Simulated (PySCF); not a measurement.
# BBrH4SSi: the cost of one run

Computed with PySCF 2.14.0, with density-fitted response routines of our own, on a single molecule in the gas phase. Atoms are numbered from 0 throughout.

### 1 Starting geometry

8 atoms, charge 0, multiplicity 1; geometry from: GFN2-xTB. The atoms were then displaced at random by about 0.01 Å, so the start is not that level's minimum.

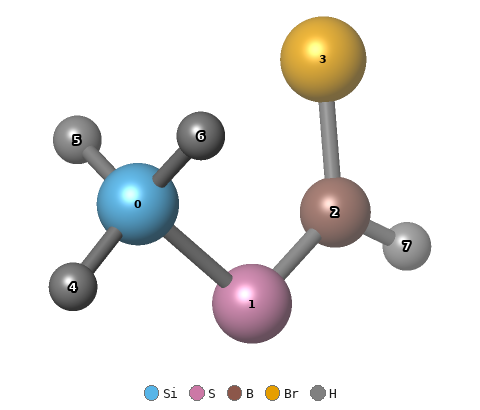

The starting geometry (silicon blue, sulfur pink, boron brown, bromine amber, hydrogen grey), atoms numbered.

### 2 Relaxing the molecule at PBE0-D3(BJ)/def2-SVP

What the job is given:

```
{"job": {"xc": "PBE0", "basis": "def2-SVP", "d3": "d3bj", "grid": 1, "shake": 0.01, "kind": "geom"}, "charge": 0, "multiplicity": 1}
Si    -1.341580     0.119070     0.044270
S      0.055400    -0.915320     1.323600
B      1.628830    -0.334320     0.835450
Br     1.953610     0.941840    -0.524280
H     -2.610900    -0.421090     0.526430
H     -1.047170    -0.220810    -1.334040
H     -1.184070     1.564920     0.304230
H      2.601030    -0.753420     1.393800
```

Command:

```bash
$ OMP_NUM_THREADS=1 python probes_run.py task.json out
```

This one command runs all jobs of the session in turn.

**Question.** How long does this first job take on 1 thread of Arm Neoverse V2, shared host, and how much memory does it need?

About 16 s, with a peak of 0.42 GiB.
